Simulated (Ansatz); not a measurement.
Redistribution: CH2ClF + C3HF5O → CH3Cl + C3F6O

Species: CH2ClF (chlorofluoromethane) `FCCl`, singlet; C3HF5O `FC(F)C1(F)OC1(F)F`, singlet; CH3Cl (chloromethane) `CCl`, singlet; C3F6O (hexafluoropropylene oxide) `FC(F)(F)C1(F)OC1(F)F`, singlet. The partners trade F for H; both sit on C, so the bond types are kept.

Shapes, held fixed at every level: PBE0-D4/def2-TZVP. Flexible molecules stand in one conformer, not always the lowest. Programs: Ansatz 0.2.0. The zero-point and thermal change to 298 K, harmonic and unscaled (PBE0-D4/def2-TZVP), is -3.6 kJ/mol.

```tsv
level	kind	ΔH(298 K) (kJ/mol)	less CCSD(T)/CBS estimate
HF/def2-TZVPP	Hartree–Fock	-48.3	-2.3
SPW92/def2-TZVPP	LDA	-53.8	-7.8
r2SCAN0-D4/def2-TZVPP	global hybrid	-54.0	-8.0
wB97X-V/def2-TZVPP	range-separated hybrid	-48.2	-2.2
MP2/def2-SVP	perturbation theory	-65.6	-19.6
CCSD(T)/def2-SVP	coupled cluster or CI	-62.8	-16.8
CCSD(T)/def2-TZVPP	coupled cluster or CI	-48.5	-2.5
CCSD(T)/CBS estimate	coupled cluster or CI	-46.0	0.0
```

The highest level, CCSD(T)/CBS estimate, gives ΔH(298 K) = -46.0 kJ/mol; the levels span -65.6 to -46.0. The column of differences is taken from that level and isn't an error. No measured value is set beside it here. The CBS estimate extrapolates MP2 from def2-TZVPP and def2-QZVPP and adds CCSD(T) − MP2 in the triple-zeta set, cores frozen.

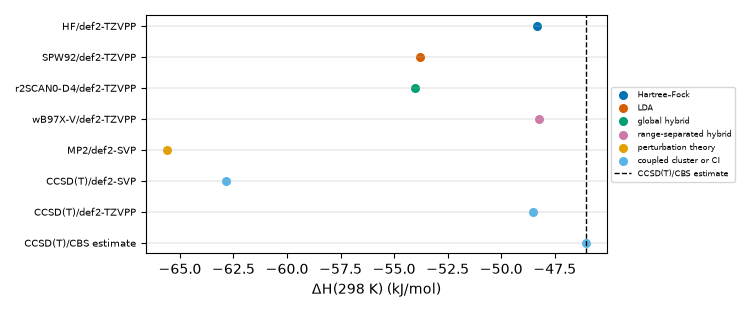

The values of the table, level by level.
